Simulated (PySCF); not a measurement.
# SiCl₂: relaxation and vibrations of the singlet

Aim: relax SiCl₂ as a singlet from a bent start, check by its vibrations whether the end is a minimum, and collect its spectrum and constants.

Program: PySCF 2.14.0. Level of theory: PBE0, basis Si def2-TZVP, Cl def2-TZVP, no relativity, density fitting. These are calculated values, not measurements.

### Step 1. Starting geometry

3 atoms, charge 0, spin multiplicity 1.

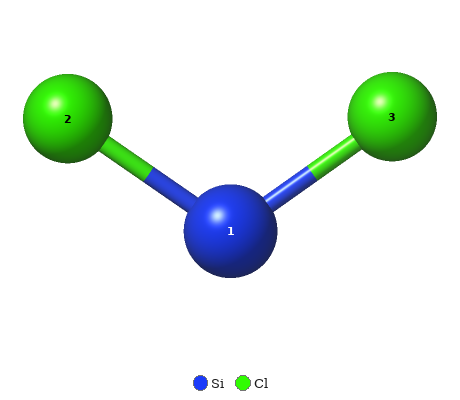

The starting geometry (silicon blue, chlorine green); atoms are numbered from 1 in the order of the file.

Coordinates in bohr (charge 0 multiplicity 1):
```
Si    0.0000    0.0000    0.0000
Cl    3.3282    0.0000    2.3304
Cl   -3.3282    0.0000    2.3304
```

### Step 2. The SCF at the typed geometry

One driver script runs all steps and calls PySCF; scf.py shows how it sets up the SCF of each step. The optimiser is the driver's own. After this first run the driver tries any further starts and a stability analysis.

The input, scf.py:

```python
from pyscf import gto, scf, dft
mol = gto.M(atom='''
Si     0.000000     0.000000     0.000000
Cl     1.761200     0.000000     1.233200
Cl    -1.761200     0.000000     1.233200''',
    basis={'Si': 'def2-TZVP', 'Cl': 'def2-TZVP'},
    charge=0, spin=0)
mf = dft.RKS(mol, xc='PBE0')
mf.grids.atom_grid = (50, 194)
aux = {'Si': 'def2-universal-JKFIT', 'Cl': 'def2-universal-JKFIT'}
mf = mf.density_fit(auxbasis=aux)
mf.conv_tol = 1e-08
mf.diis_space = 10
mf.max_cycle = 60
mf.init_guess = 'minao'
mf.verbose = 4
mf.kernel()
```

Started as:

```bash
OMP_NUM_THREADS=2 python axn.py task.json out
```

Output:

```text
init E= -1209.59065486634
  HOMO = -0.262010808834876  LUMO = -0.111927895248115  gap/eV = 4.08396
cycle= 1 E= -1209.51721972129  delta_E= 0.0734  |g|= 0.389  |ddm|= 1.52
  HOMO = -0.289649496007375  LUMO = -0.151011367406831  gap/eV = 3.77254
cycle= 2 E= -1209.43873719487  delta_E= 0.0785  |g|= 0.664  |ddm|= 1.03
  HOMO = -0.284884604475995  LUMO = -0.11451301703859  gap/eV = 4.63605
cycle= 3 E= -1209.56654662383  delta_E= -0.128  |g|= 0.0311  |ddm|= 0.572
  HOMO = -0.288002240632011  LUMO = -0.115676908774365  gap/eV = 4.68921
cycle= 4 E= -1209.56667466525  delta_E= -0.000128  |g|= 0.0128  |ddm|= 0.0282
  HOMO = -0.286665326650439  LUMO = -0.113961417909064  gap/eV = 4.69951
cycle= 5 E= -1209.56671932071  delta_E= -4.47e-05  |g|= 0.00258  |ddm|= 0.0126
  HOMO = -0.28678502854423  LUMO = -0.1140269908881  gap/eV = 4.70099
cycle= 6 E= -1209.56672075401  delta_E= -1.43e-06  |g|= 0.000624  |ddm|= 0.00223
  HOMO = -0.286776039193434  LUMO = -0.114025776518403  gap/eV = 4.70077
cycle= 7 E= -1209.56672086275  delta_E= -1.09e-07  |g|= 0.000169  |ddm|= 0.000696
  HOMO = -0.286781520049207  LUMO = -0.114038452440976  gap/eV = 4.70058
cycle= 8 E= -1209.56672087138  delta_E= -8.63e-09  |g|= 2.98e-05  |ddm|= 0.000156
  HOMO = -0.286786678222303  LUMO = -0.114044474634095  gap/eV = 4.70055
Extra cycle  E= -1209.56672087151  delta_E= -1.31e-10  |g|= 2.47e-05  |ddm|= 4.96e-05
converged SCF energy = -1209.56672087151
```

This step, with its further starts and checks, needed 8.4 s of wall time on 2 threads of Arm Neoverse V2, shared host.

Energies from each starting density:

| start | energy (Eh) |
| --- | --- |
| the minimal-basis guess | -1209.566721 |
| a thermally smeared density | -1209.566721 |
| a smeared PBE density | -1209.566721 |

No lower closed-shell solution turned up from the other starts or in the test of internal stability.

### Step 3. Relaxation: bent start, singlet

The program finds C2v symmetry in the start, which this walk keeps. The walk stops when the largest gradient is under 0.0003 Eh/bohr and the energy has settled too.

Edit scf.py of step 2 so:

```diff
@@ -3,3 +3,3 @@
-Si     0.000000     0.000000     0.000000
-Cl     1.761200     0.000000     1.233200
-Cl    -1.761200     0.000000     1.233200''',
+Si     0.000000     0.000000    -0.880841
+Cl     1.761200     0.000000     0.352359
+Cl    -1.761200     0.000000     0.352359''',
@@ -15 +14,0 @@
-mf.init_guess = 'minao'
```

The optimiser's trace:

| step | energy (Eh) | change (kJ/mol) | largest symmetric gradient (Eh/bohr) |
| --- | --- | --- | --- |
| 0 | -1209.566721 | 0.00 | 0.02052 |
| 1 | -1209.571191 | -11.74 | 0.00917 |
| 2 | -1209.572094 | -14.11 | 0.00188 |
| 3 | -1209.572125 | -14.19 | 0.00018 |
| 4 | -1209.572125 | -14.19 | 0.00003 |

The walk took 5.6 s.

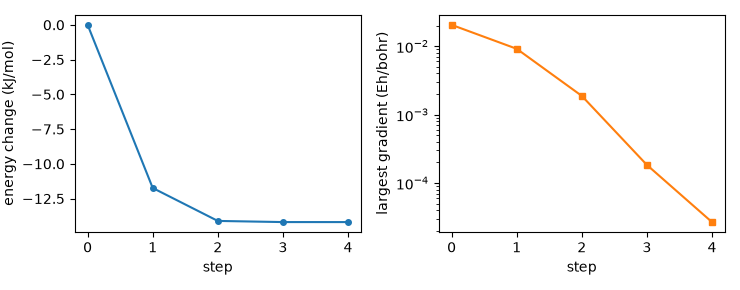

Energy and largest gradient along the walk.

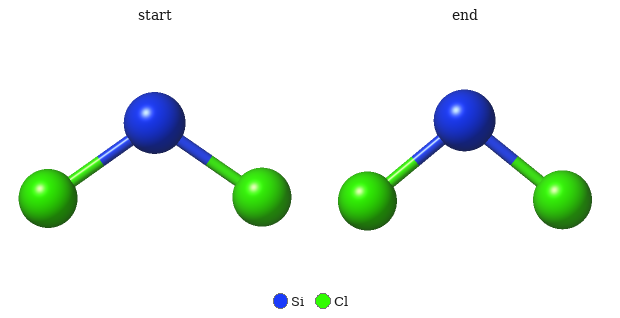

The geometry along the walk, at one scale.

End point (C2v, 4 steps, 14.2 kJ/mol gained): Si–Cl 2.078 Å (×2); Cl–Si–Cl 101.3°.

### Step 4. Frequencies

The point is checked on the finer grid, and tightened if its gradient asks for it. The Hessian and the dipole derivatives come from central differences of analytic gradients, with steps of 0.02 bohr.

Edit scf.py of step 3 so:

```diff
@@ -3,3 +3,3 @@
-Si     0.000000     0.000000    -0.880841
-Cl     1.761200     0.000000     0.352359
-Cl    -1.761200     0.000000     0.352359''',
+Si     0.000000     0.000000    -0.940198
+Cl     1.607528     0.000000     0.376004
+Cl    -1.607528     0.000000     0.376004''',
@@ -9 +9 @@
-mf.grids.atom_grid = (50, 194)
+mf.grids.atom_grid = (75, 302)
@@ -12 +12 @@
-mf.conv_tol = 1e-08
+mf.conv_tol = 1e-10
```

This SCF starts from the last density.

SCF at the final geometry:

```text
init E= -1209.57210102391
  HOMO = -0.284294633693619  LUMO = -0.105121883804483  gap/eV = 4.87554
cycle= 1 E= -1209.57210102391  delta_E= -2.73e-12  |g|= 1.07e-06  |ddm|= 1.7e-06
  HOMO = -0.284294625805082  LUMO = -0.105121900979356  gap/eV = 4.87554
Extra cycle  E= -1209.57210102391  delta_E= 1.36e-12  |g|= 1.05e-06  |ddm|= 1.58e-06
converged SCF energy = -1209.57210102391
```

The whole step took 19 s.

Geometry: C2v; Si–Cl 2.078 Å (×2); Cl–Si–Cl 101.4°.

Modes, for the most abundant isotopes:

| symmetry | ω (cm⁻¹) | IR (km/mol) | μ (u) |
| --- | --- | --- | --- |
| a1 | 199 | 1.7 | 33.59 |
| b2 | 516 | 196 | 30.41 |
| a1 | 522 | 84.5 | 30.74 |

Every mode is real; the point is a minimum.

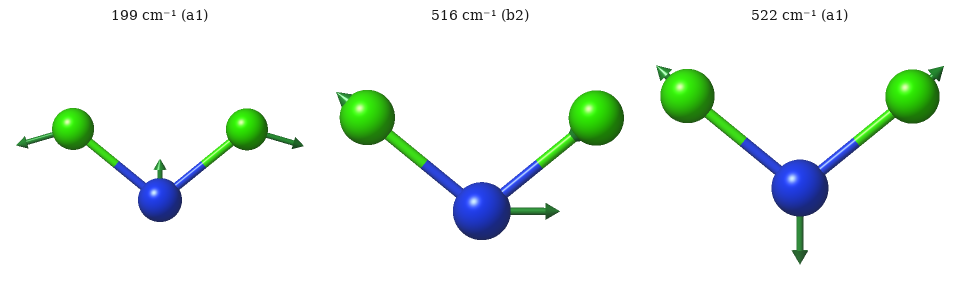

How the atoms move in 3 of the modes.

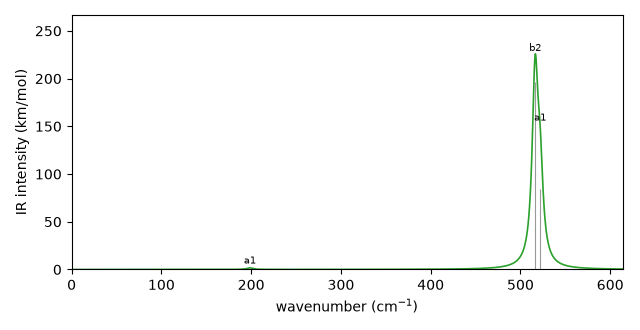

The harmonic infrared spectrum (widths in cm⁻¹). Lines are broadened to a width of 8 cm⁻¹ (Lorentzian).

Constants and moments:

| Quantity | Value |
| --- | --- |
| Dipole moment | 0.87 D |
| Highest occupied level | -7.74 eV |
| Lowest empty level | -2.86 eV |
| Rotational constants | 0.487, 0.09328, 0.07828 cm⁻¹ |
| Zero-point energy | 7.4 kJ/mol |
| Principal polarisabilities | 37.4, 50.0, 64.5 bohr³ |
| Atomisation energy without zero-point energy | 861 kJ/mol |
| Principal traceless quadrupole moments about the centre of mass | -2.67, -0.31, 2.98 D Å |
| Entropy at 298.15 K and 1 bar | 281.6 J/(mol K) |
| Heat capacity Cp at 298.15 K | 51.1 J/(mol K) |
| Enthalpy at 298.15 K above 0 K | 12.50 kJ/mol |
| Rotational symmetry number | 2 |

Populations by atom (charges in e):

```csv
atom,Mulliken,Löwdin,polar tensor,Mayer order to Si1
Si1,0.41,-0.37,1.08,–
"Cl2,3",-0.21,0.19,-0.54,1.21
```

Mulliken populations on Si1: s 5.83, p 7.41, d 0.30, f 0.05.

### Step 5. Would spin polarisation lower it?

At the lowest minimum the closed shell is tested against spin polarisation, on the (50, 194) grid. It is stable.

### Step 6. Summary of results

```
                                 quantity                                value
                                  minimum                         singlet, C2v
                                 geometry  Si–Cl 2.078 Å (×2); Cl–Si–Cl 101.4°
                       wavenumbers (cm⁻¹)         199 (a1), 516 (b2), 522 (a1)
                            dipole moment                               0.87 D
     highest occupied, lowest empty level                      -7.74, -2.86 eV
               polar-tensor charge of Si1                              +1.08 e
                        zero-point energy                           7.4 kJ/mol
                      entropy at 298.15 K                      281.6 J/(mol K)
atomisation energy (no zero-point energy)                           861 kJ/mol
```

In words: The bent start keeps its C2v symmetry and ends in a minimum. The strongest infrared band lies at 516 cm⁻¹ (b2). Only this shape and spin were tried, so other structures or states may lie lower.

The search up to here needed 36 s of wall time on 2 threads of Arm Neoverse V2, shared host.
